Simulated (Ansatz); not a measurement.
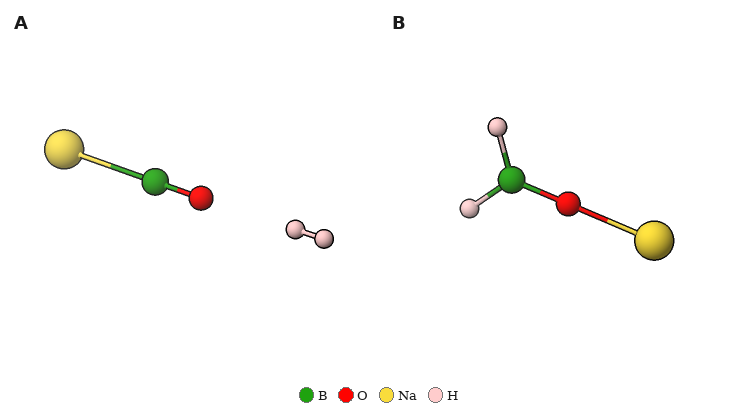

2 stationary structures of one formula. Geometries: PBE0-D4/def2-TZVP. Electronic energies: RHF-CCSD(T) (frozen core)/def2-TZVPP (Ansatz 0.2.0), without zero-point energy. No frequency run is at hand to confirm each as a minimum.

Question: Rank them by energy, lowest first.

Answer: B is lowest; A lies 1.158 eV above it (C∞v).
